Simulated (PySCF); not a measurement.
# C2H10B2SSi (SMILES BBS[SiH2]CC): what the fields show

```xyz
16

B     3.8755    0.4726   -0.0296
B     2.3231   -0.0187   -0.1610
S     1.4387   -0.7829    1.1866
Si   -0.5469   -1.1480    0.3871
C    -1.4483    0.5053    0.1329
C    -2.8256    0.3343   -0.4994
H     4.1673    1.5643    0.2883
H     4.7834   -0.2249   -0.2863
H     1.7094    0.1053   -1.1609
H    -1.1610   -1.9717    1.4220
H    -0.3971   -1.8777   -0.8720
H    -1.5575    1.0130    1.0948
H    -0.8478    1.1685   -0.4953
H    -3.4550   -0.3009    0.1190
H    -2.7449   -0.1263   -1.4811
H    -3.3209    1.2966   -0.6150
```

Geometry: GFN2-xTB.

Level of theory: wB97X-D/def2-SVPD, SCF density, gas phase in PySCF 2.14.0.

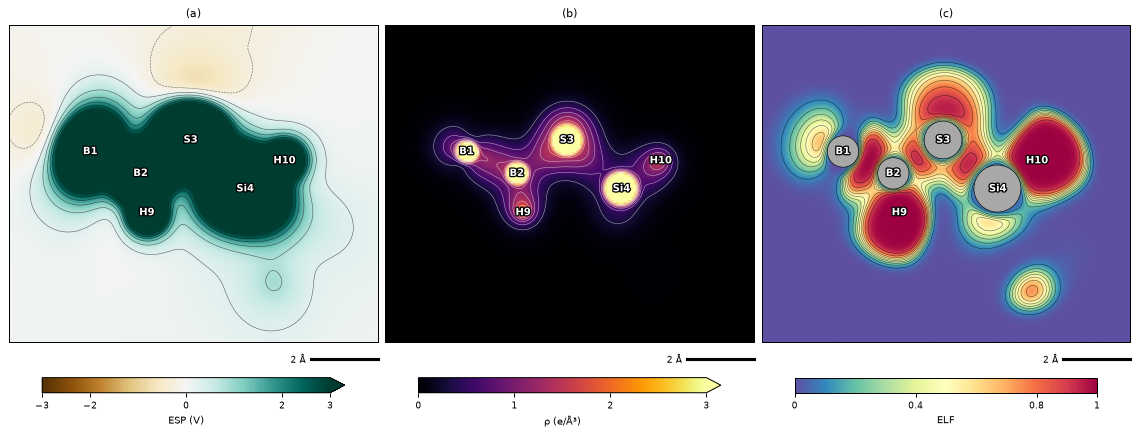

Figure 1. (a) electrostatic potential; (b) electron density; (c) ELF on the plane of atoms B1, B2 and H9. Grey discs cover the atomic cores in the ELF map.

What do the fields say about this system?

The section cuts through B, S, Si and H sites. B–B (1.63 Å): the density is about 1.2 e/Å³ at the midpoint; the ELF peaks at about 1 between the atoms; a covalent bond. B–S (1.78 Å): ρ is about 1.2 e/Å³ halfway; the ELF peaks at about 0.95 between the atoms (localised, covalent bonding). Si–S (2.17 Å): ρ at the midpoint is about 0.79 e/Å³; the ELF peaks at about 0.95 between the atoms, as expected for a covalent bond. B–H (1.18 Å): the density is about 1.2 e/Å³ at the midpoint; the ELF climbs to about 1 towards the hydrogen, as it does in any bond to H; an ordinary covalent bond to hydrogen. The ELF also peaks beside S3, away from the bonds: lone-pair regions. Outside the dense part of the molecule the potential is most negative (−0.7 V) near S3.

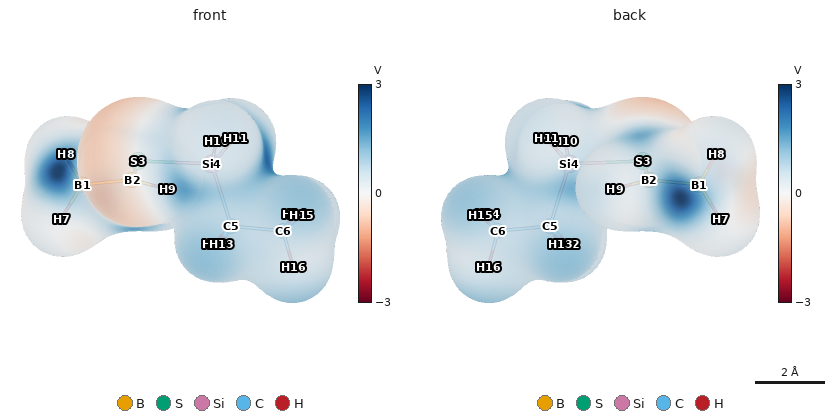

Figure 2. The electrostatic potential painted on the density surface at 0.004 e/bohr³, seen from the front and from behind; the colour scale runs from red (negative) to blue (positive).

Where is the surface potential most negative and most positive?

The most negative region (about −0.7 V, or −16 kcal/mol for a unit charge) lies over S3, the most positive (about +2.7 V, or +62 kcal/mol for a unit charge) over B1.
